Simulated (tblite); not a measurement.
## Geometry relaxation, with input and output: C$_{2}$H$_{10}$AsOSi$_{2}$ (part 3 of 3)

C$_{2}$H$_{10}$AsOSi$_{2}$, multiplicity 2; GFN2-xTB geometry optimisation, gas phase (tblite 0.8.0). It belongs to a series of runs on one base structure; here: H removed from Si.

Geometry of the input (Å):
```
C  -2.5358  -0.9246  -0.0538
O  -2.0957  0.2786  -0.6441
Si -0.5259  0.5322  0.0048
As -0.1076  2.5664  0.8569
C  0.8165  -0.3111  -0.9146
Si 2.2071  -0.8678  0.1687
H  -3.6404  -0.8749  0.0156
H  -2.1536  -1.7309  -0.6811
H  -2.0507  -0.9521  0.9552
H  0.0042  3.7548  -0.0865
H  0.7225  2.6443  2.1559
H  0.3698  -1.2410  -1.3624
H  1.1936  0.2706  -1.7780
H  3.4708  -0.4648  -0.4793
H  2.1345  -0.3297  1.5320
H  2.1831  -2.3412  0.2994
```

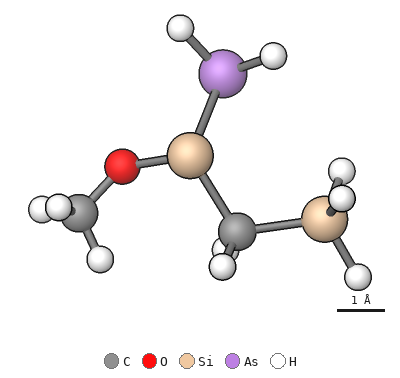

*The geometry at step 190 of the log (ball-and-stick view, seen on its broad side).*

**Trajectory as extended XYZ, continued**
```
16
Properties=species:S:1:pos:R:3:forces:R:3 step=151 energy=-524.09436
C    -2.7298   -0.7207   -0.2022   -0.0030  -0.0100   0.0070
O    -1.8913    0.3515    0.0713    0.0050   0.0170  -0.0210
Si   -0.3351    0.3691    0.6316    0.0560   0.0170   0.0160
As   -0.1072    2.7048    0.4709    0.0180  -0.0080  -0.0150
C     0.7914   -0.5944   -0.6155   -0.0060  -0.0280  -0.0150
Si    2.6253   -0.7329   -0.1493   -0.0020   0.0400   0.0370
H    -3.6299   -0.3379   -0.6870    0.0190  -0.0220   0.0080
H    -2.2454   -1.4430   -0.8646    0.0000   0.0010   0.0030
H    -3.0117   -1.2284    0.7255   -0.0030  -0.0050  -0.0330
H     1.0856    2.7202    1.3816    0.0230  -0.0330   0.0030
H    -0.9908    2.9353    1.6594    0.0120  -0.0210  -0.0040
H     0.4045   -1.6043   -0.7703   -0.0360   0.0480   0.0100
H     0.7114   -0.0842   -1.5811   -0.0250  -0.0150   0.0230
H     3.3711   -1.3216   -1.2695    0.0020   0.0140   0.0120
H     3.1757    0.5923    0.1629   -0.0480   0.0150  -0.0320
H     2.7686   -1.5970    1.0250   -0.0130  -0.0100   0.0000
16
Properties=species:S:1:pos:R:3:forces:R:3 step=159 energy=-524.11494
C    -2.6853   -0.6574   -0.2756   -0.0150   0.0200  -0.0110
O    -1.8716    0.4065    0.0970   -0.0280  -0.0520   0.0110
Si   -0.3339    0.3465    0.7097   -0.0500   0.0000  -0.0070
As    0.1250    2.6380    0.4697   -0.0160  -0.0260   0.0240
C     0.7085   -0.7489   -0.4914    0.0130   0.0100  -0.0110
Si    2.5767   -0.6554   -0.1820   -0.0010  -0.0290   0.0140
H    -3.5453   -0.2630   -0.8187    0.0030   0.0160   0.0020
H    -2.1474   -1.3560   -0.9209    0.0050  -0.0100  -0.0010
H    -3.0422   -1.1998    0.6052    0.0290   0.0280  -0.0030
H     1.1213    2.6069    1.5939    0.0130   0.0010  -0.0010
H    -0.9460    2.9929    1.4536    0.0210   0.0130  -0.0030
H     0.3867   -1.7894   -0.4448   -0.0090   0.0000   0.0060
H     0.4867   -0.4030   -1.5063    0.0160  -0.0160   0.0200
H     3.2906   -1.0951   -1.3878    0.0270   0.0320   0.0240
H     2.9372    0.7318    0.1575    0.0020  -0.0320  -0.0410
H     2.9314   -1.5457    0.9296   -0.0110   0.0460  -0.0240
16
Properties=species:S:1:pos:R:3:forces:R:3 step=167 energy=-524.11770
C    -2.7053   -0.6419   -0.2793   -0.0120  -0.0040  -0.0020
O    -1.8701    0.4021    0.0952    0.0180   0.0050  -0.0180
Si   -0.3360    0.3185    0.7099    0.0010   0.0190   0.0180
As    0.1642    2.6029    0.4824   -0.0110  -0.0150  -0.0240
C     0.7146   -0.7776   -0.4860   -0.0030  -0.0090  -0.0120
Si    2.5817   -0.6370   -0.1903    0.0190   0.0020  -0.0200
H    -3.5567   -0.2268   -0.8190   -0.0130   0.0100  -0.0250
H    -2.1838   -1.3543   -0.9238   -0.0030   0.0060   0.0020
H    -3.0714   -1.1717    0.6037   -0.0020  -0.0230   0.0170
H     1.1120    2.5708    1.6479   -0.0090  -0.0030   0.0100
H    -0.9483    2.9888    1.4046    0.0260  -0.0010   0.0250
H     0.4127   -1.8231   -0.4187   -0.0040   0.0040  -0.0060
H     0.4827   -0.4531   -1.5052   -0.0040  -0.0130   0.0150
H     3.3245   -1.0492   -1.3882   -0.0100  -0.0010   0.0080
H     2.9052    0.7620    0.1285    0.0080   0.0210  -0.0090
H     2.9665   -1.5016    0.9269   -0.0020   0.0020   0.0200
16
Properties=species:S:1:pos:R:3:forces:R:3 step=174 energy=-524.11976
C    -2.7161   -0.6386   -0.2824    0.0060  -0.0150  -0.0090
O    -1.8680    0.4082    0.0580   -0.0190  -0.0110   0.0030
Si   -0.3421    0.3137    0.6925    0.0090  -0.0010   0.0010
As    0.1785    2.5962    0.5037   -0.0150  -0.0160   0.0000
C     0.7189   -0.7854   -0.4944   -0.0130  -0.0190   0.0030
Si    2.5841   -0.6196   -0.1961    0.0190   0.0090  -0.0190
H    -3.5750   -0.2329   -0.8198    0.0270   0.0060   0.0140
H    -2.2042   -1.3643   -0.9196   -0.0140  -0.0040  -0.0120
H    -3.0683   -1.1539    0.6163    0.0000   0.0200  -0.0160
H     1.1067    2.5358    1.6837    0.0230  -0.0090  -0.0070
H    -0.9335    2.9765    1.4280   -0.0080   0.0050   0.0090
H     0.4289   -1.8338   -0.4187    0.0040  -0.0050   0.0360
H     0.4795   -0.4827   -1.5173    0.0090   0.0400  -0.0160
H     3.3385   -1.0721   -1.3729   -0.0210  -0.0150   0.0260
H     2.9082    0.7933    0.0621   -0.0150   0.0040  -0.0040
H     2.9563   -1.4316    0.9657    0.0070   0.0110  -0.0090
16
Properties=species:S:1:pos:R:3:forces:R:3 step=182 energy=-524.12621
C    -2.7128   -0.6575   -0.3141    0.0130  -0.0060  -0.0060
O    -1.8797    0.3980    0.0328    0.0070   0.0310   0.0450
Si   -0.3709    0.3170    0.7093    0.0110  -0.0260  -0.0340
As    0.1571    2.5954    0.5448    0.0000   0.0400  -0.0030
C     0.7025   -0.7806   -0.4714    0.0090  -0.0350   0.0900
Si    2.5725   -0.5879   -0.2151   -0.0600   0.0560  -0.0170
H    -3.5693   -0.2566   -0.8568   -0.0050  -0.0100  -0.0120
H    -2.1894   -1.3799   -0.9455   -0.0070   0.0070  -0.0250
H    -3.0665   -1.1759    0.5810   -0.0200   0.0060   0.0120
H     1.1867    2.4744    1.6339   -0.0080   0.0040  -0.0110
H    -0.8596    2.9913    1.5729    0.0210  -0.0470  -0.0050
H     0.4287   -1.8297   -0.3533    0.0110  -0.0110  -0.0240
H     0.4340   -0.5049   -1.4943    0.0240   0.0040  -0.0250
H     3.3232   -1.2045   -1.3147   -0.0180  -0.0070  -0.0160
H     2.8841    0.8509   -0.1607    0.0140  -0.0220   0.0070
H     2.9516   -1.2404    1.0399    0.0090   0.0160   0.0230
16
Properties=species:S:1:pos:R:3:forces:R:3 step=190 energy=-524.13329
C    -2.7264   -0.6383   -0.3495   -0.0320   0.0030   0.0240
O    -1.8683    0.3943    0.0067   -0.0050  -0.0100   0.0240
Si   -0.3814    0.2754    0.7258   -0.0180  -0.0030  -0.0470
As    0.1323    2.5601    0.5920    0.0110   0.0060   0.0970
C     0.7015   -0.8404   -0.4264   -0.0100  -0.0020  -0.0050
Si    2.5603   -0.5174   -0.2415    0.0510   0.0000   0.0030
H    -3.5703   -0.2129   -0.8948    0.0240  -0.0180  -0.0260
H    -2.2209   -1.3775   -0.9775   -0.0070   0.0420  -0.0040
H    -3.1028   -1.1433    0.5442   -0.0110  -0.0180   0.0050
H     1.2526    2.4014    1.5853   -0.0150   0.0060  -0.0410
H    -0.7880    2.8927    1.7323    0.0230  -0.0110  -0.0480
H     0.4728   -1.8960   -0.2645    0.0720   0.0590  -0.0010
H     0.4081   -0.6157   -1.4565   -0.0180  -0.0260   0.0090
H     3.3225   -1.2939   -1.2312   -0.0420   0.0240   0.0360
H     2.8081    0.9211   -0.4647   -0.0050  -0.0800   0.0240
H     2.9923   -0.9005    1.1089   -0.0170   0.0290  -0.0510
16
Properties=species:S:1:pos:R:3:forces:R:3 step=198 energy=-524.13884
C    -2.7463   -0.6378   -0.3762    0.0020   0.0000  -0.0050
O    -1.8957    0.3820    0.0319    0.0090  -0.0210   0.0180
Si   -0.4089    0.2516    0.7482    0.0070  -0.0230  -0.0300
As    0.1386    2.5270    0.6226    0.0070   0.0260   0.0190
C     0.6963   -0.8617   -0.3873   -0.0330   0.0020   0.0050
Si    2.5440   -0.4563   -0.2602   -0.0080   0.0020  -0.0110
H    -3.5683   -0.1948   -0.9402    0.0020  -0.0100  -0.0060
H    -2.2204   -1.3568   -1.0105   -0.0130   0.0050   0.0060
H    -3.1543   -1.1696    0.4887    0.0170   0.0190  -0.0110
H     1.3269    2.3233    1.5185    0.0010  -0.0040  -0.0050
H    -0.6798    2.8608    1.8335   -0.0120  -0.0030   0.0000
H     0.5350   -1.9197   -0.1732    0.0120   0.0400   0.0060
H     0.3709   -0.7044   -1.4202   -0.0140  -0.0140   0.0140
H     3.3009   -1.3389   -1.1549    0.0180   0.0050   0.0040
H     2.7585    0.9451   -0.6538    0.0040  -0.0060  -0.0180
H     2.9949   -0.6409    1.1215    0.0030  -0.0190   0.0130
16
Properties=species:S:1:pos:R:3:forces:R:3 step=206 energy=-524.14012
C    -2.7425   -0.6382   -0.3881    0.0150   0.0060   0.0020
O    -1.9019    0.3853    0.0316    0.0110  -0.0020  -0.0010
Si   -0.4145    0.2610    0.7465   -0.0040  -0.0030  -0.0050
As    0.1276    2.5404    0.6395   -0.0020  -0.0090   0.0000
C     0.6894   -0.8651   -0.3751   -0.0020   0.0040   0.0090
Si    2.5361   -0.4454   -0.2697    0.0040  -0.0040   0.0030
H    -3.5627   -0.1996   -0.9585    0.0110  -0.0120   0.0030
H    -2.2049   -1.3514   -1.0187   -0.0180  -0.0020  -0.0030
H    -3.1523   -1.1748    0.4724    0.0000   0.0100  -0.0070
H     1.3443    2.3168    1.4912   -0.0070   0.0020   0.0060
H    -0.6568    2.8424    1.8812   -0.0010   0.0110   0.0070
H     0.5414   -1.9163   -0.1248    0.0070   0.0080  -0.0040
H     0.3509   -0.7445   -1.4083   -0.0030  -0.0030   0.0080
H     3.3040   -1.3529   -1.1298    0.0020  -0.0030   0.0010
H     2.7482    0.9390   -0.7204   -0.0060  -0.0080   0.0030
H     2.9862   -0.5877    1.1196   -0.0070   0.0040  -0.0210
16
Properties=species:S:1:pos:R:3:forces:R:3 step=214 energy=-524.14131
C    -2.7469   -0.6207   -0.4115   -0.0010   0.0000   0.0010
O    -1.8866    0.3901   -0.0015    0.0000  -0.0090  -0.0030
Si   -0.4218    0.2424    0.7550   -0.0080  -0.0110  -0.0040
As    0.1454    2.5157    0.6668    0.0090   0.0100   0.0250
C     0.6930   -0.9031   -0.3370    0.0040  -0.0110  -0.0130
Si    2.5249   -0.4125   -0.2950    0.0030  -0.0020  -0.0060
H    -3.5587   -0.1741   -0.9873    0.0080   0.0080   0.0030
H    -2.2263   -1.3518   -1.0355    0.0060  -0.0020   0.0040
H    -3.1680   -1.1396    0.4543    0.0010   0.0030  -0.0050
H     1.3591    2.2715    1.5191   -0.0160   0.0030  -0.0100
H    -0.6319    2.8257    1.9133    0.0000  -0.0050  -0.0120
H     0.5901   -1.9458   -0.0338    0.0020   0.0160   0.0030
H     0.3285   -0.8473   -1.3670    0.0000   0.0030   0.0180
H     3.3208   -1.3375   -1.1104   -0.0140  -0.0040   0.0000
H     2.6709    0.9492   -0.8331    0.0050  -0.0040   0.0060
H     2.9999   -0.4534    1.0923    0.0000   0.0060  -0.0080
16
Properties=species:S:1:pos:R:3:forces:R:3 step=222 energy=-524.14192
C    -2.7404   -0.6080   -0.4409    0.0030   0.0000   0.0060
O    -1.8759    0.3951   -0.0214    0.0000  -0.0020   0.0040
Si   -0.4315    0.2382    0.7715   -0.0110  -0.0070   0.0050
As    0.1434    2.5107    0.6950    0.0070   0.0040  -0.0110
C     0.6915   -0.9313   -0.2864    0.0020  -0.0040  -0.0110
Si    2.5102   -0.3929   -0.3218   -0.0090   0.0040  -0.0050
H    -3.5393   -0.1535   -1.0287    0.0150  -0.0060   0.0000
H    -2.2176   -1.3469   -1.0541   -0.0020   0.0050  -0.0040
H    -3.1786   -1.1209    0.4198   -0.0040   0.0060   0.0010
H     1.3750    2.2524    1.5146   -0.0130   0.0000   0.0050
H    -0.6057    2.8082    1.9608    0.0000   0.0000   0.0050
H     0.6253   -1.9585    0.0739    0.0080   0.0100   0.0030
H     0.2988   -0.9411   -1.3070    0.0050   0.0040   0.0030
H     3.3033   -1.3458   -1.1062   -0.0040  -0.0030   0.0000
H     2.6120    0.9417   -0.9317   -0.0010  -0.0010  -0.0110
H     3.0218   -0.3385    1.0513    0.0050  -0.0090   0.0110
16
Properties=species:S:1:pos:R:3:forces:R:3 step=230 energy=-524.14238
C    -2.7340   -0.6004   -0.4484    0.0010   0.0040   0.0040
O    -1.8690    0.3996   -0.0231   -0.0010  -0.0040   0.0030
Si   -0.4314    0.2395    0.7811   -0.0020  -0.0020  -0.0020
As    0.1494    2.5105    0.6977    0.0020   0.0000   0.0000
C     0.6930   -0.9368   -0.2682    0.0030   0.0020  -0.0010
Si    2.5099   -0.3957   -0.3326   -0.0100   0.0000   0.0010
H    -3.5232   -0.1430   -1.0466    0.0030  -0.0040  -0.0040
H    -2.2094   -1.3439   -1.0548   -0.0010   0.0030   0.0070
H    -3.1850   -1.1070    0.4094    0.0000   0.0010  -0.0050
H     1.3587    2.2552    1.5501    0.0030   0.0010   0.0020
H    -0.6288    2.8180    1.9434   -0.0030   0.0030   0.0010
H     0.6396   -1.9577    0.1104   -0.0080  -0.0050  -0.0030
H     0.2903   -0.9655   -1.2843    0.0040  -0.0030   0.0030
H     3.2832   -1.3504   -1.1339    0.0060  -0.0010  -0.0060
H     2.6009    0.9395   -0.9428    0.0030   0.0010  -0.0020
H     3.0483   -0.3529    1.0311   -0.0010   0.0030   0.0010
```

**Key numbers**

- outcome: converged
- total energy: −524.1424 eV
- hardware: 1 CPU thread, shared host
- wall time: 1.9 s
- peak memory: 0.17 GiB
